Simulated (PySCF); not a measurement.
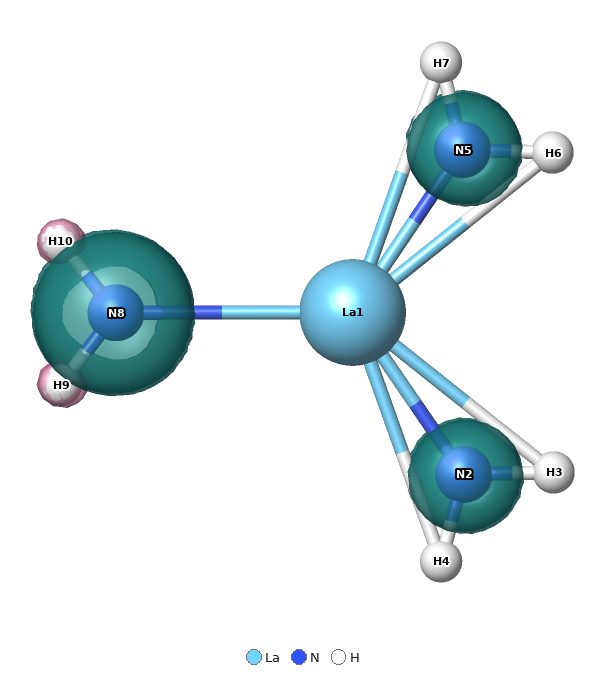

*H₆LaN₃ (charge +1, doublet). Isosurfaces of the spin density (α minus β) at +0.02 (teal) and −0.02 e/Å³ (pink), seen across its widest extent.*

Geometry: PBE0-D3(BJ)/def2-SVP; core potentials replace the inner electrons of La.

The calculation used DFT single point, gas phase, functional BP86 (PySCF 2.14.0, density-fitted response routines).

```yaml
atoms:
  - { symbol: La, position_ang: [0.0190, 0.0217, -0.0500] }
  - { symbol: N, position_ang: [2.2397, 0.2600, -0.0422] }
  - { symbol: H, position_ang: [2.7061, 1.1712, -0.0485] }
  - { symbol: H, position_ang: [2.9892, -0.4348, -0.0350] }
  - { symbol: N, position_ang: [-1.0165, 1.9998, -0.0630] }
  - { symbol: H, position_ang: [-0.5037, 2.8861, -0.0663] }
  - { symbol: H, position_ang: [-2.0062, 2.2543, -0.0657] }
  - { symbol: N, position_ang: [-1.2558, -2.3491, -0.0378] }
  - { symbol: H, position_ang: [-0.8326, -3.2890, -0.0281] }
  - { symbol: H, position_ang: [-2.2719, -2.5232, -0.0396] }
```

Q: Which atoms carry the spin?

A: The unpaired spin (1 electron) lies mostly on N8 (about 0.6), N2 (about 0.1) and N5 (about 0.1), in electrons by Hirshfeld's partition.
